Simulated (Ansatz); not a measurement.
The figure comes from a scan of Ge (space group P4_32_12): a phonon pattern at Γ is frozen into a 12-atom cell, Q being the largest atomic displacement. All values below come from LDA (plane waves to 420 eV, PAW, scalar-relativistic; Ansatz, a first-principles code). k mesh 5×5×4 (Γ-centred), Fermi-Dirac smearing 0.05 eV. The energy includes the smearing's −TS. Ge was relaxed with its symmetry unable to fall. This is one of several known forms of Ge; the measured ambient cells at hand have space group No. 227. The zero of ΔE is the undisplaced structure.

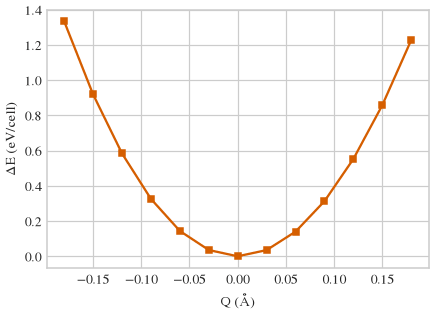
Figure: ΔE (eV/cell) against Q (Å); one marker a computed point.

Task: List the plotted points as numbers.

Result: To the nearest 0.02:

```json
[
 {"Q (Å)": "-0.180", "ΔE (eV/cell)": "1.34"},
 {"Q (Å)": "-0.150", "ΔE (eV/cell)": "0.92"},
 {"Q (Å)": "-0.120", "ΔE (eV/cell)": "0.58"},
 {"Q (Å)": "-0.090", "ΔE (eV/cell)": "0.32"},
 {"Q (Å)": "-0.060", "ΔE (eV/cell)": "0.14"},
 {"Q (Å)": "-0.030", "ΔE (eV/cell)": "0.04"},
 {"Q (Å)": "0.000", "ΔE (eV/cell)": "0.00"},
 {"Q (Å)": "0.030", "ΔE (eV/cell)": "0.04"},
 {"Q (Å)": "0.060", "ΔE (eV/cell)": "0.14"},
 {"Q (Å)": "0.090", "ΔE (eV/cell)": "0.32"},
 {"Q (Å)": "0.120", "ΔE (eV/cell)": "0.56"},
 {"Q (Å)": "0.150", "ΔE (eV/cell)": "0.86"},
 {"Q (Å)": "0.180", "ΔE (eV/cell)": "1.22"}
]
```

(For displaced atoms, the force is minus the slope of the energy, and its curvature is a force constant, which sets phonon frequencies.)
